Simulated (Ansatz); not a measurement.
# BiSb (model cell, started as NiAs type): phonons and vibrational spectra

Wanted: vibrations and spectra of BiSb (model cell, started as NiAs type); the cell is already relaxed. After the zone centre comes a 2×2×1 q mesh on a 12×12×6 k mesh.

Calculated with Ansatz 0.2.0; DFT PBEsol, scalar-relativistic, plane waves, PAW.

The structure was built from a prototype and need not be the compound's stable phase.

### 1. Starting point

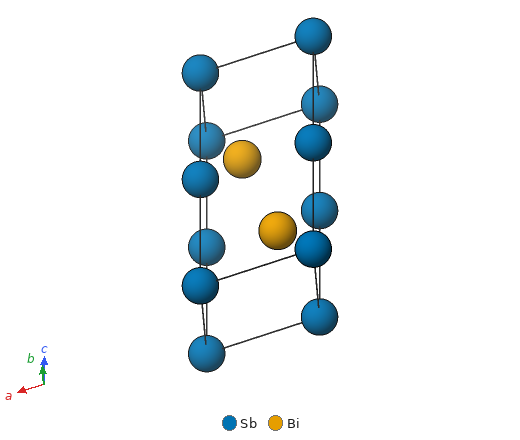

The cell as given, from a free direction (antimony blue, bismuth orange). Some periodic images of atoms are drawn too.

### 2. Linear response at the zone centre

The cell comes from relaxations at this level that are not shown. The zone centre comes first: it holds the modes that light can see, as far as symmetry allows. No field response is asked, since the mesh shows no gap.

input.yaml

```yaml
crystal:
  lattice:
    - [4.2838956077, 0.0, 0.0]
    - [-2.1419478039, 3.7099624234, 0.0]
    - [0.0, 0.0, 7.8863378736]
  atoms:
    - { symbol: Sb, position: [0.0, 0.0, 0.0] }
    - { symbol: Sb, position: [0.0, 0.0, 0.5] }
    - { symbol: Bi, position: [0.3333333333, 0.6666666667, 0.25] }
    - { symbol: Bi, position: [0.6666666667, 0.3333333333, 0.75] }
kpoints:
  mp_grid: { grid: [12, 12, 6] }
hamiltonian:
  xc: pbesol
scf:
  occupations: { method: methfessel_paxton, width: 0.15 }
output:
  eigenvalues: true
phonons:
  method: dfpt
```

Command:

```sh
> ansatz run input.yaml --threads 4 --pin off --max-ram 7168MiB --backend cpu --events-out ev --progress --plain --runs-dir out
```

Numbers of over 12 decimals in the logs are rounded to 6 here.

Log:

```text
Engine: ansatz 0.2.0, aarch64-unknown-linux-gnu
Pseudopotentials: kind: paw
Pseudopotential: Sb, paw, valence charge 15, recommended cutoff 420 eV (normal), Sb.paw.azcp
Pseudopotential: Bi, paw, valence charge 15, recommended cutoff 420 eV (normal), Bi.paw.azcp
Functional definition: PBEsol
  exchange = pbesol_x
  correlation = pbesol_c
Crystal: 4 atoms, lattice volume = 125.338 Å³
Basis set: ecut = 420 eV, 2409 PW (Γ), exchange–correlation on 60×60×108 points (8 copies of the dense FFT grid, shifted against one another)
Bands: 36, of which v1, the nominal top of the filled ones, is band 30 counted from 1 (29 counted from 0)
Symmetry: 24 space group operations
k-points: 242 of 864 (irreducible under 2 space group operations, time reversal used)
Non-local potential: Sb, projectors of the file, l = 0: 2, l = 1: 2, l = 2: 2, l = 3: 2
Non-local potential: Bi, projectors of the file, l = 0: 2, l = 1: 2, l = 2: 2, l = 3: 2
PAW form: soft (Blöchl's): semilocal exchange-correlation on the pseudo side does not see the compensation charge
PAW frozen core: Sb, regenerated for the run's functional, and the local potential with it (the file was generated under x = pbe(κ = 0.804, μ = 0.219515), c = pbe(β = 0.066725))
PAW frozen core: Bi, regenerated for the run's functional, and the local potential with it (the file was generated under x = pbe(κ = 0.804, μ = 0.219515), c = pbe(β = 0.066725))
PAW one-centre angular grid: Sb, 590 points (default); XC on 64 Gauss nodes
PAW one-centre angular grid: Bi, 590 points (default); XC on 64 Gauss nodes
Initial density: superposition of atomic densities (neutral atoms: chi_scale 0, normalization atom), corrected by the library's trained network
Initial wavefunctions: pseudopotential atomic-orbital guess
Functional: x = pbesol(κ = 0.804, μ = 0.123457), c = pbesol(β = 0.046)
SCF iter   1: F=—  HF=-37299.818909 eV  |F-HF|=—  |Δ(HF+E_count)|=         —  Δρ=2.13e-3  dr2=4.29e-3  ethr=1.77e-3  ⟨swp⟩=6.5  Hψ=35583  notcnv=0
preconditioner: auto → Kerker (q_TF=auto, 2.413 Å⁻¹)  [metal: Δε(μ)=0.022 eV  Ē_g=7.991 eV  σ=0.150 eV  W_gap=0.12  n_scr=36 (ndim 8)  ℏωp=14.8 eV  f_vac=0.000  D(μ)=2.18/eV (n_scr^D=10)]
SCF iter   2: F=—  HF=-37299.815262 eV  |F-HF|=—  |Δ(HF+E_count)|=   3.65e-3  S|Δr|=    0.00e0  Δρ=1.52e-3  dr2=2.26e-3  ethr=7.16e-6  ⟨swp⟩=2.1  Hψ=17441  notcnv=0
SCF iter   3: F=—  HF=-37299.815202 eV  |F-HF|=—  |Δ(HF+E_count)|=   5.92e-5  S|Δr|=    0.00e0  Δρ=8.99e-4  dr2=5.54e-4  ethr=3.77e-6  ⟨swp⟩=2.0  Hψ=15729  notcnv=0
SCF iter   4: F=—  HF=-37299.814914 eV  |F-HF|=—  |Δ(HF+E_count)|=   2.88e-4  S|Δr|=    0.00e0  Δρ=4.42e-4  dr2=1.46e-4  ethr=9.24e-7  ⟨swp⟩=2.0  Hψ=14359  notcnv=0
SCF iter   5: F=—  HF=-37299.814841 eV  |F-HF|=—  |Δ(HF+E_count)|=   7.32e-5  S|Δr|=    0.00e0  Δρ=7.37e-5  dr2=8.68e-6  ethr=2.43e-7  ⟨swp⟩=2.0  Hψ=15614  notcnv=0
SCF iter   6: F=—  HF=-37299.814837 eV  |F-HF|=—  |Δ(HF+E_count)|=   3.54e-6  S|Δr|=    0.00e0  Δρ=1.84e-5  dr2=6.26e-7  ethr=1.45e-8  ⟨swp⟩=2.0  Hψ=15062  notcnv=0
SCF iter   7: F=—  HF=-37299.814838 eV  |F-HF|=—  |Δ(HF+E_count)|=   3.12e-7  S|Δr|=    0.00e0  Δρ=1.68e-5  dr2=2.06e-7  ethr=1.04e-9  ⟨swp⟩=2.1  Hψ=10938  notcnv=0
SCF iter   8: F=—  HF=-37299.814838 eV  |F-HF|=—  |Δ(HF+E_count)|=   8.92e-8  S|Δr|=    0.00e0  Δρ=2.71e-6  dr2=6.82e-9  ethr=3.43e-10  ⟨swp⟩=2.0  Hψ=15706  notcnv=0
SCF iter   9: F=—  HF=-37299.814838 eV  |F-HF|=—  |Δ(HF+E_count)|=   2.41e-9  S|Δr|=    0.00e0  Δρ=6.99e-7  dr2=3.84e-10  ethr=1.14e-11  ⟨swp⟩=2.0  Hψ=15742  notcnv=0
SCF iter  10: F=—  HF=-37299.814838 eV  |F-HF|=—  |Δ(HF+E_count)|=  1.67e-10  S|Δr|=    0.00e0  Δρ=8.05e-8  dr2=1.23e-11  ethr=1.00e-12  ⟨swp⟩=2.0  Hψ=15333  notcnv=0
SCF iter  11: F=-37299.814838 eV  HF=-37299.814838 eV  |F-HF|=7.28e-12  |Δ(HF+E_count)|=  1.46e-11  S|Δr|=    0.00e0  Δρ=1.58e-8  dr2=5.94e-13  ethr=1.00e-12  ⟨swp⟩=9.7  Hψ=43566  notcnv=0
SCF 1 converged in 11 iterations: F = -37299.814838 eV  dr2 = 5.94e-13
  greatest PAW one-centre occupation: 0.996 electrons in one spin orbital (limit 2), on the Sb atom at site 0 (counted from 0), in its partial waves of l = 2
DFPT response loops at Γ: preconditioner auto → Kerker (q_TF=auto, 2.413 Å⁻¹) (partly filled bands, converged f_vac=0.000); β = 1.00, the filter's whole step (`scf.mixing.beta` (0.50) is not read by the response loops under this deck's `scf.mixing.preconditioner`; to damp them name `kerker` or `kerker_dos`, under which they read `scf.mixing.beta`, and type it under 1.00, their step now; both keys bind the ground state too); Broyden in place of MSR1
SCF converged after 11 iterations
Stability not checked: this state was not tested for a lower state beside it, because cold or Methfessel-Paxton smearing, or corrected tetrahedra, fill the levels in a way that the test cannot read (fill_not_monotonic; see scf.lower_state_search)
Free energy (F): -37299.814838 eV
Harris-Foulkes:  -37299.814838 eV  (|F-HF|=7.28e-12)
Internal energy: -37299.814980 eV  (E = F + TS)
E sigma→0 (E₀):  -37299.814873 eV
Entropy (-TS):   0.000142 eV (0.036 meV/atom)
Fermi energy:    10.199061 eV
Step filling:    the computed levels leave a gap of 0.0331 eV = 0.2 smearing widths at the electron count; against every level under it full and every level over it empty, smearing changes F+E_penalty+E_count by +0.897 meV and its σ→0 estimate by +0.861 meV
--- Per-component energies (eV) ---
  E_band       = -527.720329
  E_kinetic    = 1020.269003
  E_local      = -6157.633904  (includes V_loc(G=0)·N_el)
  E_nonlocal   = 1851.598842
  E_hartree    = 2400.811116
  E_xc         = -575.862656
  E_vxc        = -481.963231  (∫ρ·V_xc dr)
  E_paw        = -30017.738896  (= ΣΔE_a)
  E_vpaw       = -1561.612320  (= ΣTr[D̂ρ^β])
  E_aug_tail   = -0.000935  (compensation charges beyond the density's cutoff)
  E_ewald      = -5822.100767
  E_core_change = 0.843218  (= ΣΔE_core)
  E_smearing   = 0.000142  (= −TS)
  E_closure    = -0.000000  (closes the sum)
  Σ components = -37299.814838   (vs F -37299.814838, Δ=0.00e0)
--- Band table (eV; the first three rows and the last of 242) ---
  k-point 0: bands = [... 26 lower, 9.0181, 9.9922, 10.4693, 10.4693, 10.7936, 10.7936, 11.6532, 12.9674, ... 2 higher]
  k-point 1: bands = [... 26 lower, 9.0695, 9.8074, 10.1672, 10.1672, 11.1197, 11.1197, 11.8771, 12.8259, ... 2 higher]
  k-point 2: bands = [... 26 lower, 9.2210, 9.4163, 9.7886, 9.7886, 11.5755, 11.5755, 12.3793, 12.4769, ... 2 higher]
  k-point 241: bands = [... 26 lower, 7.0846, 7.0846, 9.3502, 9.3502, 10.2434, 10.2434, 13.6189, 13.6189, ... 2 higher]
--- Phonons (Γ-DFPT): 4 representative perturbations + reference, on 242 of 864 k-points (Σ response iterations 12) ---
  k mesh reduced under 2 symmetry operations, with k and −k counted as one. Each operation leaves every solved perturbation unchanged. A smaller set is not used because it would not reduce the number of displacements times k-points to solve
  ASR residual: 7.956e-5 → 0.000e0 eV/Å²; symmetrization residual: 8.014e-5 eV/Å²
  ASR residual per site (eV/Å²): 7.23e-5 7.23e-5 7.96e-5 7.96e-5
  Γ frequencies (cm⁻¹): -85.07 0.00 0.00 0.00 67.50 67.50 70.65 70.65 89.18 89.18 91.97 125.15
  non-analytic LO–TO correction: not included (Born effective charges unavailable; polar crystals: no LO–TO splitting at Γ)
```

The job ended after 4.9 min (4 threads of Arm Neoverse N1, shared host; peak memory 3.7 GiB; 18 min of CPU time).

In the SCF lines HF is the Harris–Foulkes energy and dr2 the Hartree energy of the density residual, in eV; the loop may stop once dr2 is under the threshold and the program's other checks hold. Hψ counts applications of the Hamiltonian.

This step gave:

| Item | Value |
| --- | --- |
| volume per atom | 31.33 Å³ |
| gap on the k-mesh | 0 eV |
| sum-rule residual before enforcement | 7.96e-5 eV/Å² |
| point group | 6/mmm |
| highest optical mode at the zone centre (no LO-TO term) | 125.2 cm⁻¹ |
| lowest optical zone-centre mode | -85.07 cm⁻¹ |

Patterns of degenerate modes are one choice out of their space. The modes at Γ (shares of kinetic energy by element, %) (negative means imaginary):

```csv
mode,frequency (cm⁻¹),symmetry,Sb %,Bi %
1,-85.1,A2u,63,37
2,0.0,acoustic,37,63
3,0.0,acoustic,37,63
4,0.0,acoustic,37,63
5,67.5,E2u,100,0
6,67.5,E2u,100,0
7,70.7,E2g,0,100
8,70.7,E2g,0,100
9,89.2,E1u,63,37
10,89.2,E1u,63,37
11,92.0,B1g,0,100
12,125.2,B2u,100,0
```

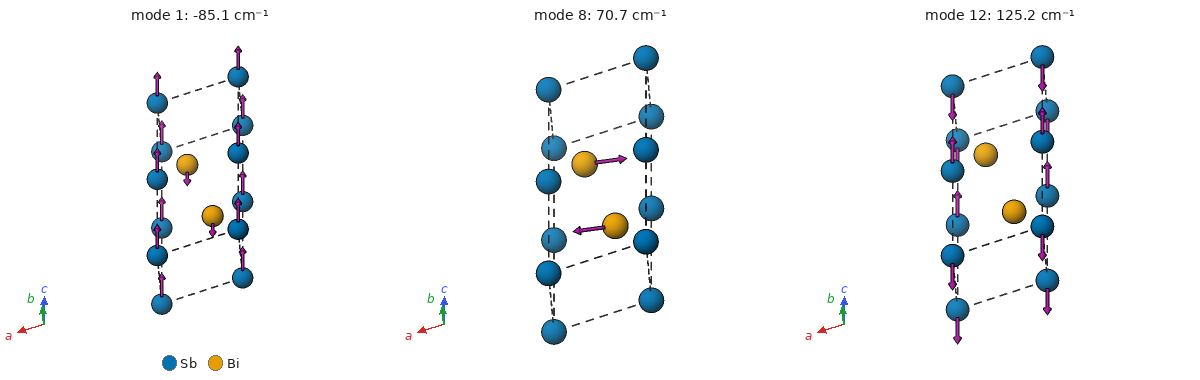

Displacement patterns of modes 1, 8 and 12 at Γ; arrows are exaggerated. Some periodic images of atoms are drawn too.

Before it was imposed, the acoustic sum rule was missed by 8.0e-5 eV/Å². Small misses are needed for a sound result but don't prove that mesh and cutoff are converged. The lowest optical mode is imaginary, 85.1i cm⁻¹, so the energy falls along it.

### 3. Phonons on a q mesh

The mesh has a single point along some directions, so zone-edge points there are not solved. Linear response on a 2×2×1 q mesh gives force constants as far as a supercell of that size would.

Edit input.yaml of step 2 so:

```diff
@@ -20 +20,9 @@
   method: dfpt
+  qmesh: [2, 2, 1]
+  temperatures: { t_max: 1000, t_step: 50 }
+  qpath:
+    path:
+      - [[0.0, 0.0, 0.0], [0.5, 0.0, 0.0], [0.33333333, 0.33333333, 0.0], [0.0, 0.0, 0.0], [0.0, 0.0, 0.5], [0.5, 0.0, 0.5], [0.33333333, 0.33333333, 0.5], [0.0, 0.0, 0.5]]
+      - [[0.5, 0.0, 0.5], [0.5, 0.0, 0.0]]
+      - [[0.33333333, 0.33333333, 0.5], [0.33333333, 0.33333333, 0.0]]
+    npoints: 10
```

Log:

```text
[...]
Crystal: 4 atoms, lattice volume = 125.338 Å³
Basis set: ecut = 420 eV, 2409 PW (Γ), exchange–correlation on 60×60×108 points (8 copies of the dense FFT grid, shifted against one another)
Bands: 36, of which v1, the nominal top of the filled ones, is band 30 counted from 1 (29 counted from 0)
[... 1 set-up line as in the run before ...]
k-points: 76 of 864
[...]
SCF iter   1: F=—  HF=-37299.818852 eV  |F-HF|=—  |Δ(HF+E_count)|=         —  Δρ=2.14e-3  dr2=4.31e-3  ethr=1.77e-3  ⟨swp⟩=6.5  Hψ=11126  notcnv=0
[...]
SCF iter  11: F=-37299.814838 eV  HF=-37299.814838 eV  |F-HF|=0.00e0  |Δ(HF+E_count)|=  1.46e-11  S|Δr|=    0.00e0  Δρ=1.56e-8  dr2=5.68e-13  ethr=1.00e-12  ⟨swp⟩=9.4  Hψ=13531  notcnv=0
SCF 1 converged in 11 iterations: F = -37299.814838 eV  dr2 = 5.68e-13
[...]
phonons: the bands overlap, so this run is a metal and interpolates without the dipole-dipole term. If the crystal is really an insulator or semiconductor, its LO-TO splitting is missing
NSCF: frozen V_eff on 76 k-points
[...]
DFPT response loops at q = (0, 0, 0) (fractional): preconditioner auto → Kerker (q_TF=auto, 2.413 Å⁻¹) (partly filled bands, converged f_vac=0.000); β = 1.00, the filter's whole step (`scf.mixing.beta` (0.50) is not read by the response loops under this deck's `scf.mixing.preconditioner`; to damp them name `kerker` or `kerker_dos`, under which they read `scf.mixing.beta`, and type it under 1.00, their step now; both keys bind the ground state too); Broyden in place of MSR1
[...]
SCF converged after 11 iterations
[...]
Free energy (F): -37299.814838 eV
[...]
Internal energy: -37299.814980 eV  (E = F + TS)
E sigma→0 (E₀):  -37299.814873 eV
Entropy (-TS):   0.000142 eV (0.036 meV/atom)
Fermi energy:    10.199061 eV
[...]
--- Band table (eV; the first three rows and the last of 76) ---
  k-point 0: bands = [... 26 lower, 9.0181, 9.9922, 10.4693, 10.4693, 10.7936, 10.7936, 11.6532, 12.9674, ... 2 higher]
  k-point 1: bands = [... 26 lower, 9.0695, 9.8074, 10.1672, 10.1672, 11.1197, 11.1197, 11.8771, 12.8259, ... 2 higher]
  k-point 2: bands = [... 26 lower, 9.2210, 9.4163, 9.7886, 9.7886, 11.5755, 11.5755, 12.3793, 12.4769, ... 2 higher]
  k-point 75: bands = [... 26 lower, 7.4618, 7.4618, 9.2181, 9.2181, 9.4161, 9.4161, 14.4896, 14.4896, ... 2 higher]
--- Phonons (Γ-DFPT): 4 representative perturbations + reference (Σ response iterations 12) ---
  ASR residual: 6.488e-5 → 0.000e0 eV/Å²; symmetrization residual: 4.939e-5 eV/Å²
  ASR residual per site (eV/Å²): 6.49e-5 6.49e-5 5.28e-5 5.28e-5
[...]
--- Phonons (arbitrary-q DFPT): 2 irreducible q on the 2×2×1 mesh ---
  q = [0.0000, 0.0000, 0.0000] (star 1, of the zone-centre solve; hermiticity 2.18e-5, symmetrization 1.38e-10): -85.07 -0.00 -0.00 0.00 67.50 67.50 70.65 70.65 89.18 89.18 91.97 125.15
  q = [0.0000, -0.5000, 0.0000] (star 3, 6 solved perturbations in 1242 linear systems a pass and spin channel, the states on 242 of 864 k-point pairs; hermiticity 2.95e-5, symmetrization 3.64e-10): -19.89 4.23 22.89 27.55 71.68 77.15 78.63 81.35 86.71 93.09 95.42 117.88
  sum rule: each row above includes the acoustic sum rule's correction from the zone centre's row sums; it moved no ω² by more than (0.38 cm⁻¹)²
  mesh force constants: q→R imaginary residual 2.14e-17; ASR residual 6.488e-5 → 0.000e0 eV/Å²; symmetrization residual 3.553e-15 eV/Å²
  interpolated dispersion: 93 rows × 12 modes
  density of states and harmonic sums: on the 18×18×8 q-mesh, interpolated from the force constants of a 2×2×1 supercell (no non-analytic term)
  largest difference from the sums on the solved wave vectors: F 2.22e-1 eV, S 3.49e-4 and C_V 1.29e-4 eV/K
  zero-point energy: 0.049727 eV/cell   skipped modes (ω ≤ 0): 58, of them read as no rigid motion or as one in doubt: 55 (2.654e-1 modes/cell left out, lowest -85.07 cm⁻¹)   left out of the sums: 2.22e-2 of the cell's modes: C_V's classical limit lies that fraction below 3 k_B per atom; for a crystal, a wire or a layer, F and S can be off by more, and a phonons.interpolated_qmesh denser along its periods is the remedy for the sampling
```

It took 8.3 min on 4 threads; peak memory 2.9 GiB; 32 min of CPU time.

Numbers from this step:

```yaml
sum_rule_residual_before_enforcement: 6.49e-5 eV/Å²
lowest_mode_on_the_q_mesh_acoustic_modes_at_gamma_apart: -85.07 cm⁻¹
highest_frequency_at_a_solved_wavevector_no_lo_to_term_at_gamma: 125.2 cm⁻¹
```

Frequencies (cm⁻¹) solved at each irreducible wavevector; negative means imaginary. Frequencies by wavevector, by row:

```csv
q in reciprocal lattice units,star,mode 1,mode 2,mode 3,mode 4,mode 10,mode 11,mode 12
0 0 0,1,-85.1,0,0,0,89.2,92,125.2
0 -0.5 0,3,-19.9,4.2,22.9,27.6,93.1,95.4,117.9
```

Symmetry leaves 2 wavevectors to solve. The lowest mode among them, the acoustic zeros apart, lies at Γ and is imaginary, 85.1i cm⁻¹, so the energy falls along it.

### 4. Another isotope

An isotope changes the mass and not the force constants, so no new electronic calculation is needed; the shifts show which modes move this element.

The same force constants with the mass of Sb changed from 121.760 to 122.904 u (phonopy, no LO-TO term). Both lists are sorted by frequency; levels can cross, so a row need not hold one and the same mode. Modes under 3 cm⁻¹ are left out. Isotope shifts, by row:

```csv
q,rank,natural mass (cm⁻¹),changed mass (cm⁻¹)
0 0 0,1,-85.07,-84.82
0 0 0,5,67.5,67.19
0 0 0,6,67.5,67.19
0 0 0,7,70.65,70.65
0 0 0,8,70.65,70.65
0 0 0,9,89.18,88.92
0 0 0,10,89.18,88.92
0 0 0,11,91.97,91.97
0 0 0,12,125.2,124.6
0 -0.5 0,1,-19.89,-19.89
0 -0.5 0,2,4.23,4.22
0 -0.5 0,3,22.89,22.85
0 -0.5 0,4,27.55,27.42
0 -0.5 0,5,71.68,71.68
0 -0.5 0,6,77.15,77.15
0 -0.5 0,7,78.63,78.63
0 -0.5 0,8,81.35,81.17
0 -0.5 0,9,86.71,86.3
0 -0.5 0,10,93.09,92.66
0 -0.5 0,11,95.42,95.1
0 -0.5 0,12,117.9,117.4
```

A mode of this element alone would shift by -0.47 %. The highest zone-centre frequency without the field goes from 125.2 to 124.6 cm⁻¹ (-0.5 %).

### 5. Outcome

* space group (within 0.01 Å): P6_3/mmc
* volume per atom: 31.3 Å³
* electronic character: no gap on this mesh
* highest optical mode at the zone centre (no LO-TO term): 125 cm⁻¹
* lowest optical zone-centre mode: -85.1 cm⁻¹
* lowest mode on the q mesh (acoustic modes at Γ apart): -85.1 cm⁻¹
* imaginary modes on the 2×2×1 q mesh: yes

**Reading.** Modes are clearly imaginary (beyond 10i cm⁻¹) at 2 of the 2 irreducible wavevectors, most at Γ (85.1i cm⁻¹), so this structure is not a minimum of the energy. The optical modes at Γ span -85 to 125 cm⁻¹ (negative means imaginary). The highest mode in this list at Γ, 125.2 cm⁻¹, is mostly motion of Sb (100 % of the kinetic energy). The q mesh is too sparse to interpolate, so only the solved wavevectors are given. With no gap, or one that is small against the smearing, the frequencies hang on the k mesh and the smearing, most of all near Kohn anomalies. Spin-orbit coupling is left out, which can matter for the heavy elements here. The starting cell was built on a prototype and not taken from a measurement, so the phase need not exist. These are harmonic frequencies at zero temperature: anharmonic shifts, linewidths and thermal expansion are left out.

[Logs are printed without paths, hosts, clocks, repeated set-up lines and the standing remarks that a program may print on its own settings, such as how far it seeks lower states.]

[Hosts, paths, dates, database ids (printed as entryN), source tags and the programs' standing remarks are cut or masked in the printed files.]
